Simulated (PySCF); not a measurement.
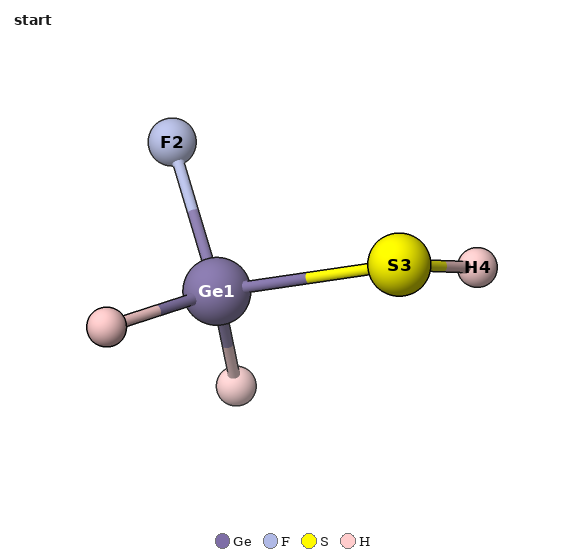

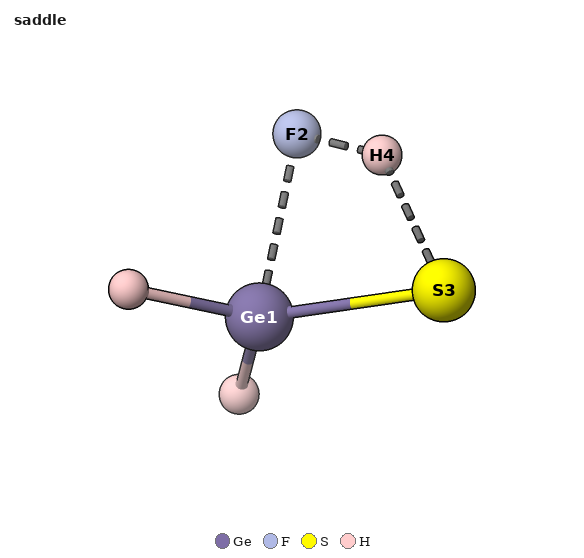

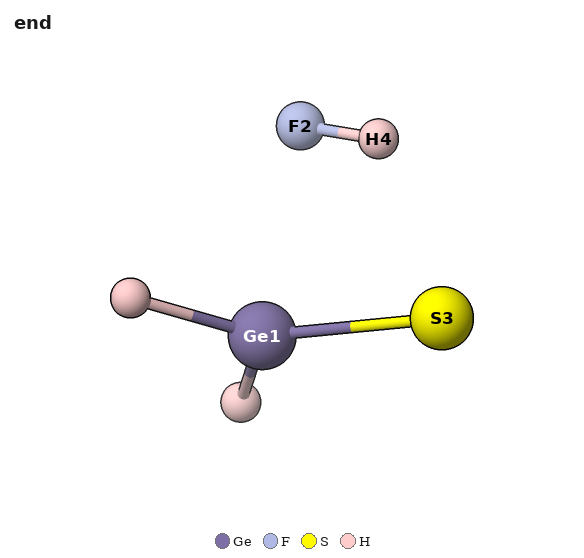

A saddle point and the two end points reached downhill from it. Broken sticks mark bonds that form or break. The species is neutral and a spin singlet. Geometries: PBE0-D4/def2-TZVP; all other levels are single points on them, and energies count from the start as drawn. Program: PySCF 2.14.0. In CBS estimates cores are frozen, and CCSD(T) − MP2 is taken in the smaller basis.

Which bonds form and which break from start to end?

Answer. Formed: F2–H4; broken: Ge1–F2, S3–H4. At the saddle point F2···H4 is 1.07 Å, Ge1···F2 is 2.04 Å, S3···H4 is 1.85 Å.

Give the electronic barrier and the reaction energy from start to end in eV (no zero-point energy) with CCSD(T)/CBS (MP2 limit from def2-TZVPP and def2-QZVPP plus CCSD(T) − MP2); B3LYP-D4/def2-TZVPP.

```tsv
level	barrier	reaction energy
CCSD(T)/CBS (MP2 limit from def2-TZVPP and def2-QZVPP plus CCSD(T) − MP2)	1.685	+1.548
B3LYP-D4/def2-TZVPP	1.673	+1.537
```
